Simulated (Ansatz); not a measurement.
AlNi (slab, 8 atoms in the cell), run with Ansatz.

```
crystal:
  lattice:
    - [2.8621655562, 0.0, 0.0]
    - [0.0, 4.0477133473, 0.0]
    - [0.0, 0.0, 23.071570021]
  atoms:
    - { symbol: Al, position: [0.0, 0.5, 0.3684187939] }
    - { symbol: Ni, position: [0.5, 0.0, 0.3684187939] }
    - { symbol: Al, position: [0.0, 0.0, 0.456139598] }
    - { symbol: Ni, position: [0.5, 0.5, 0.456139598] }
    - { symbol: Al, position: [0.0, 0.5, 0.5436766415] }
    - { symbol: Ni, position: [0.5, 0.0, 0.5425229834] }
    - { symbol: Al, position: [0.0, 0.0, 0.6343693354] }
    - { symbol: Ni, position: [0.5, 0.5, 0.6262368635] }
basis:
  ecutwfc: 420
kpoints:
  mp_grid: { grid: [1, 1, 1] }
hamiltonian:
  xc: pbesol
scf:
  occupations: { method: gaussian, width: 0.1 }
  max_iter: 50
output:
  forces: true
  eigenvalues: true
efield:
  axis: 3
  dipole_correction: true
  ramp_width: 0.04
```

Launched with:
```bash
ansatz run input.yaml --threads 2 --pin off --max-ram 5120MiB --backend cpu --events-out ev --progress --plain --runs-dir out
```

> What does the convergence history look like?

Converged, in 20 iterations. The residual falls unevenly and jumps up by a factor of two or more 3 times on the way down, most sharply at step 7 (by a factor of about 40). The input holds a fault (one k-point for a small cell). The SCF closed all the same, which doesn't make the results meaningful for the real system.

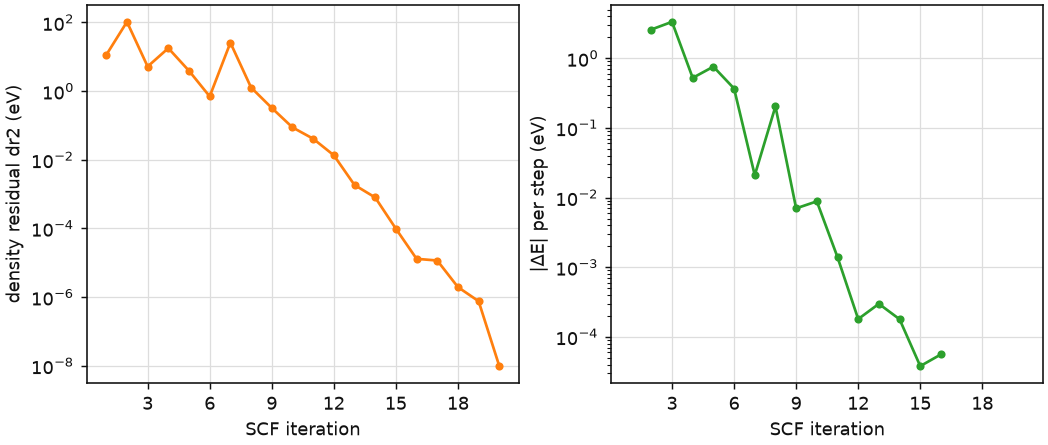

SCF iterations of a calculation: density residual dr2, step-to-step change of the Harris–Foulkes energy. Energy differences below 3 × 10⁻⁶ eV aren't drawn. The starting density is a sum of atomic densities corrected by a trained network.
